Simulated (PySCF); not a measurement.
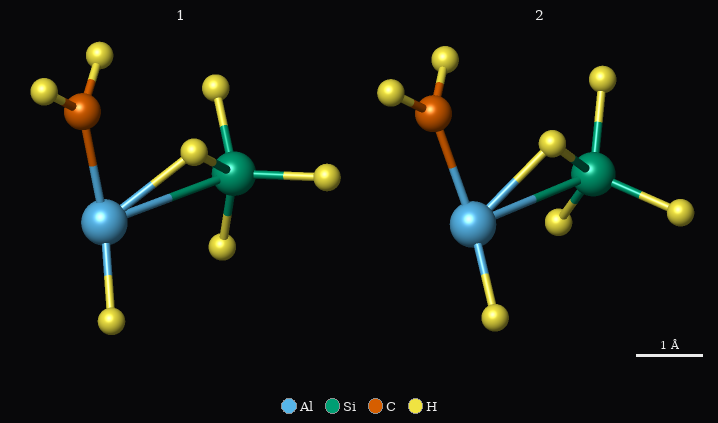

Two geometries of CH$_{7}$AlSi, drawn at one scale. One is the start of a relaxation, the other its converged end. The picture is a ball-and-stick view, seen from a free direction.

Method: PySCF, RKS PBE0-D4/def2-TZVP, partitioned rational-function steps on a Bofill-updated Hessian. 

**Which of the two is the end point?**

Structure 1 is the relaxed one. The reaction that was planned forms Si2–H4 and breaks Al1–Si2, C3–H4 (atoms numbered from 1 in input order). Over 29 geometry steps the energy falls by 0.019 eV. The largest moves after the best rigid fit, 0.56 Å, are those of H atoms. By element the largest moves are H 0.56 Å, Al 0.21 Å, C 0.14 Å, Si 0.01 Å. Near-neighbour distances that change, for instance: H–Si 1.493 → 1.483 Å, C–H 1.100 → 1.090 Å, H–Si 1.750 → 1.743 Å. Among the angles between lasting bonds that change: Al–Si–H 110.5° → 121.3°, H–Si–H 90.2° → 100.3°, Al–Si–H 120.7° → 112.0°. The run took 3.3 min on 4 threads of Intel Xeon 6975P-C (shared host).
